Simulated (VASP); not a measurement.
Energy against volume of LiF (rock salt). Method: vdW-DF2, VASP's PBE PAW potentials (set 64) (plane waves; VASP 6.6.1).

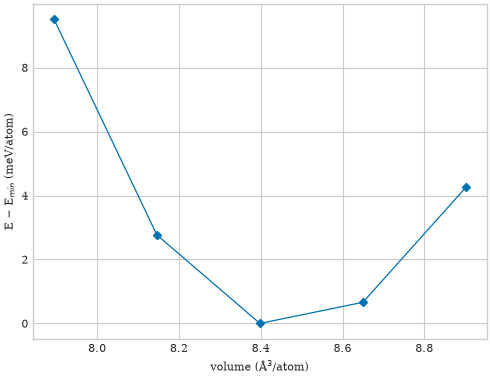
*Energy against volume*

**Question.** Estimate the equilibrium volume and the bulk modulus.

**Answer.** The minimum lies near 8.5 Å³/atom, and the curvature gives B0 of about 70 GPa.

The compound is LiF in the rock salt structure. It was relaxed first.
